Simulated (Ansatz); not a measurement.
**Fields on a plane of TiC (rock salt)**

```
CELL_PARAMETERS angstrom
      0.00000     2.14648     2.14648
      2.14648     0.00000     2.14648
      2.14648     2.14648     0.00000
ATOMIC_POSITIONS crystal
  C  0.00000 0.00000 0.00000
  Ti 0.50000 0.50000 0.50000
```

The slice is a {111} plane (indices of the conventional cell) through the point (0.000, 0.000, 0.000) (fractional), spanned by u = [100] and v = [-1 2 0] in vectors of this cell: u (3.04 Å) and v (5.26 Å, at 90° to u). It covers one period; positions are fractions (u, v).

Atoms on it: C at (0.00, 0.00); C at (0.50, 0.50).

All values below come from PBEsol (plane waves to 420 eV, PAW, scalar-relativistic; Ansatz, a quantum-chemistry and plane-wave program). k mesh 19×19×19. These are valence fields of a PAW run, semicore shells included where kept as valence: close to a nucleus they are smooth pseudo fields. The PAW data are Ansatz's earlier set. TiC is run without spin polarisation. TiC was relaxed with its symmetry unable to fall.

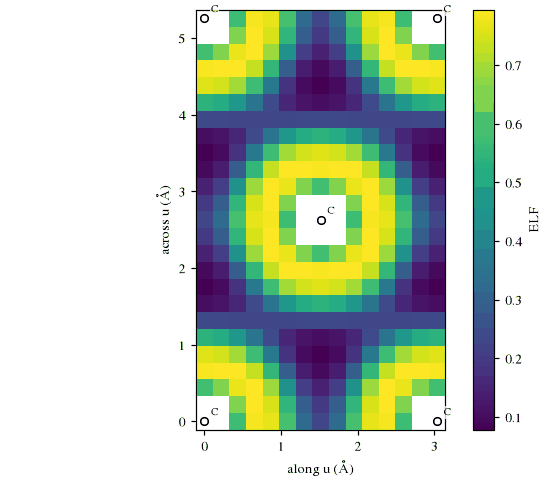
Figure: Electron localisation function (ELF), one period of the plane, atoms marked. Points within 0.4 Å of a nucleus are left white, as the pseudised field means little there.

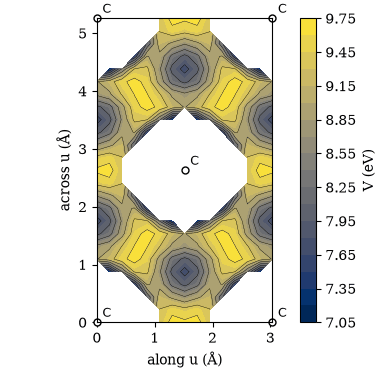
Fig. 1. Electrostatic potential energy of an electron, from the cell's mean, in eV, one period of the plane, atoms marked. Points within 0.9 Å of a nucleus are left white, as the pseudised field means little there. The zero, the cell's mean, hangs on the PAW cores.
